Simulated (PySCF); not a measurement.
## Electronic structure of C6H9NSi (SMILES c1ccn([C@H]2C[SiH2]2)c1) in real space

```xyz
17

C     2.0736   -0.6246    1.1191
C     2.6286   -0.3190   -0.1366
C     1.5899    0.0374   -0.9546
N     0.4296   -0.0428   -0.2515
C    -0.8524    0.2909   -0.7562
C    -2.0609   -0.5435   -0.3050
Si   -2.1523    1.2506    0.2559
C     0.7205   -0.4394    1.0149
H     2.6038   -0.9446    1.9947
H     3.6656   -0.3593   -0.4066
H     1.5940    0.3392   -1.9842
H    -0.7986    0.4656   -1.8264
H    -1.8398   -1.3261    0.4071
H    -2.6930   -0.9091   -1.1022
H    -3.0332    2.1464   -0.4679
H    -1.8359    1.5549    1.6362
H    -0.0466   -0.5645    1.7535
```

Geometry: GFN2-xTB.

All numbers below come from PySCF, PBE0/pcSseg-1, SCF density, gas phase, non-relativistic.

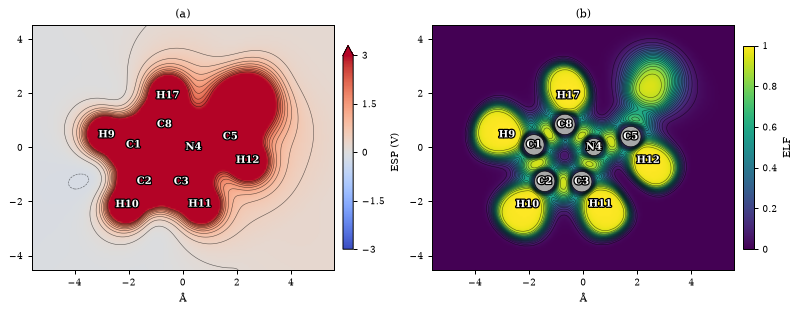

Figure 1. (a) molecular electrostatic potential; (b) ELF on the plane of atoms C5, N4 and C8. Grey discs cover the atomic cores in the ELF map.

> Interpret the plot.

The section cuts through C, N and H sites.
C–N (1.36 Å): the ELF peaks at about 0.90 between the atoms; a covalent bond.
C–C (1.37 Å): the ELF peaks at about 0.95 between the atoms, as expected for localised, covalent bonding.
C–H (1.07 Å): the ELF climbs to about 1 towards the hydrogen, as it does in any bond to H: an ordinary covalent bond to hydrogen.
C–N (1.42 Å): the ELF peaks at about 0.95 between the atoms, as expected for a covalent bond.
The potential has no marked negative region in this plane.

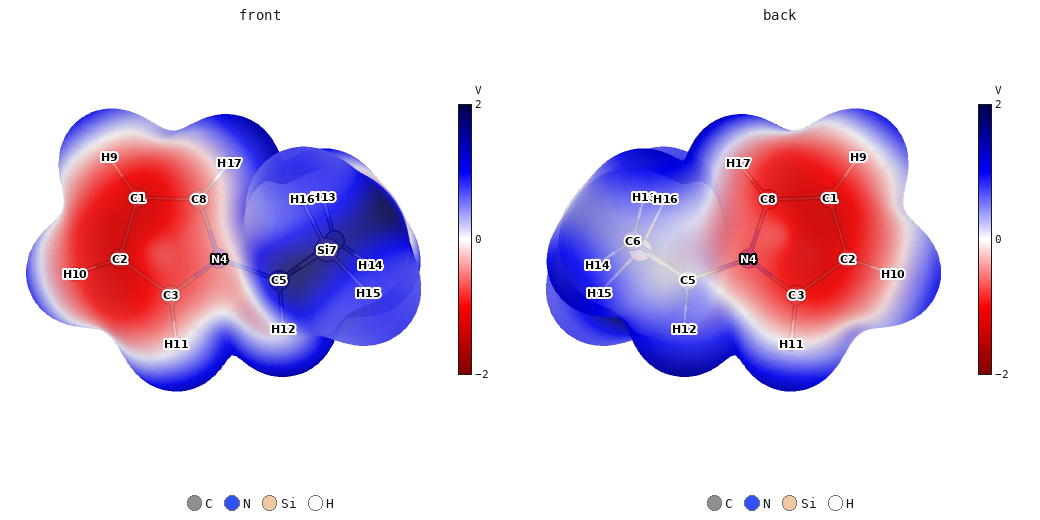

Figure 2. The molecular electrostatic potential painted on the density surface at 0.004 e/bohr³, seen from the front and from behind; the colour scale runs from red (negative) to blue (positive).

> Describe the electrostatic potential map.

The most negative region (about −1.3 V) lies over the π face of C1 and C2, the most positive (about +1.9 V) over Si7.
